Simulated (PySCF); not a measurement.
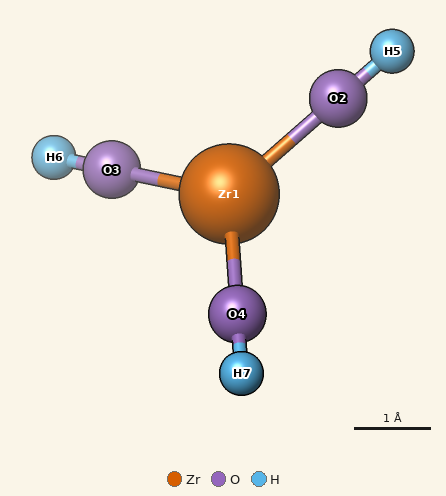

The input geometry (ball-and-stick view, seen at an oblique angle; atoms are numbered from 1 in the order of the input). Sticks mark near contacts. Bond lengths as drawn: H–O 0.95 Å and O–Zr 1.93 Å.

Run report: ZrH₃O₃, frequency calculation

- system: ZrH₃O₃, multiplicity 2
- method: UKS-based PBE0, Zr def2-TZVP with ECP28, O def2-TZVP, H def2-TZVP; non-relativistic Hamiltonian with a scalar-relativistic core potential; density fitting (PySCF 2.14.0)

Output
```
init E= -274.544896988317
  alpha nocc = 20  HOMO = -0.164833724877674  LUMO = 0.014636919882757
  beta  nocc = 19  HOMO = -0.322532352063917  LUMO = -0.0431626870572579
  HOMO = -0.164833724878  LUMO = -0.0431626870573  gap/eV = 3.31084
cycle= 1 E= -274.544896988316  delta_E= 1.48e-12  |g|= 2.07e-06  |ddm|= 3.26e-06
  alpha nocc = 20  HOMO = -0.164832898042761  LUMO = 0.0146378889713523
  beta  nocc = 19  HOMO = -0.322532464556339  LUMO = -0.0431620493078704
  HOMO = -0.164832898043  LUMO = -0.0431620493079  gap/eV = 3.31083
Extra cycle  E= -274.544896988311  delta_E= 4.72e-12  |g|= 3.62e-06  |ddm|= 4.4e-06
converged SCF energy = -274.544896988311  <S^2> = 0.75244424  2S+1 = 2.0024427
```

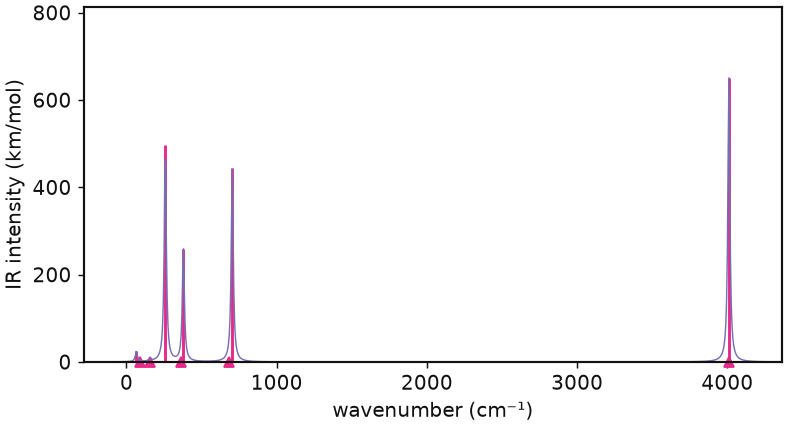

Harmonic infrared spectrum, unscaled: sticks (degenerate modes added up, dark ones marked on the axis) with a Lorentzian envelope of 16 cm⁻¹ full width, scaled to the tallest stick. 15 modes from 66 to 4014 cm⁻¹, none imaginary. The strongest line is at 4010 cm⁻¹ (651 km/mol). All modes, in cm⁻¹ (km/mol): 66 (24), 92 (0.0), 158 (2.9), 158 (2.9), 258 (249), 258 (249), 361 (0.0), 361 (0.0), 379 (258), 685 (0.0), 704 (222), 704 (222), 4010 (326), 4010 (326), 4014 (0.0).

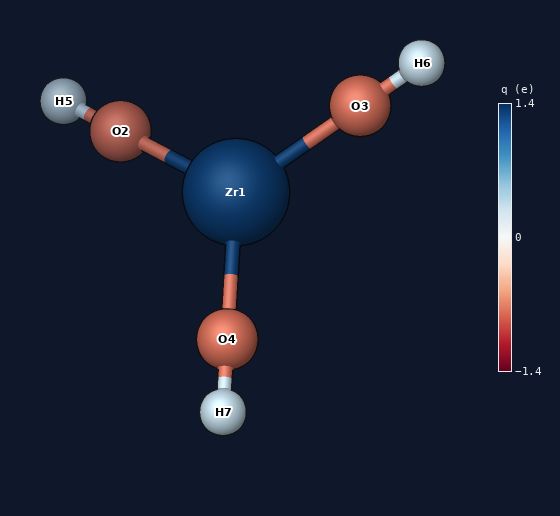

Mulliken charges, as the colour of each atom (ball-and-stick view, seen at a tilt; atoms are numbered from 1 in the order of the input). By element: Zr +1.32, O −0.76 and H +0.32 e.

The run was set up as follows.

Input file
```python
from pyscf import gto, scf, dft
mol = gto.M(atom='''
Zr     0.000000     0.000000     0.000000
O     -0.149184    -0.041575     1.920040
O      1.711936    -0.274866    -0.839203
O     -1.562752     0.316441    -1.080837
H     -0.222899    -0.062118     2.868766
H      2.557834    -0.410682    -1.253868
H     -2.334936     0.472800    -1.614898''',
    basis={'Zr': 'def2-TZVP', 'O': 'def2-TZVP', 'H': 'def2-TZVP'},
    ecp={'Zr': 'def2-TZVP'},
    charge=0, spin=1)
mf = dft.UKS(mol, xc='PBE0')
mf.grids.atom_grid = (75, 302)
aux = {'Zr': 'def2-universal-JKFIT', 'O': 'def2-universal-JKFIT', 'H': 'def2-universal-JKFIT'}
mf = mf.density_fit(auxbasis=aux)
mf.conv_tol = 1e-09
mf.diis_space = 10
mf.max_cycle = 60
mf.verbose = 4
mf.kernel()
```

The script is an equivalent of the set-up of the self-consistent field. The run itself was carried out by a driver, which started from the orbitals of the step before it where there was one and computed the further properties.

Launch command:
```bash
OMP_NUM_THREADS=4 python axn.py task.json out
```

Summary

```json
{"quantity": "outcome", "value": "converged"}
{"quantity": "total energy", "value": "−274.544897 hartree"}
{"quantity": "⟨S²⟩", "value": "0.752"}
{"quantity": "zero-point energy", "value": "0.036951 hartree"}
{"quantity": "dipole moment", "value": "0.00 D"}
{"quantity": "wavenumbers, lowest and highest", "value": "66 and 4014 cm⁻¹"}
{"quantity": "hardware", "value": "4 threads of Arm Neoverse V2, 24 GiB of memory available, shared host"}
{"quantity": "wall time", "value": "2.2 min (CPU time 7.3 min)"}
{"quantity": "peak memory", "value": "2.2 GiB"}
```
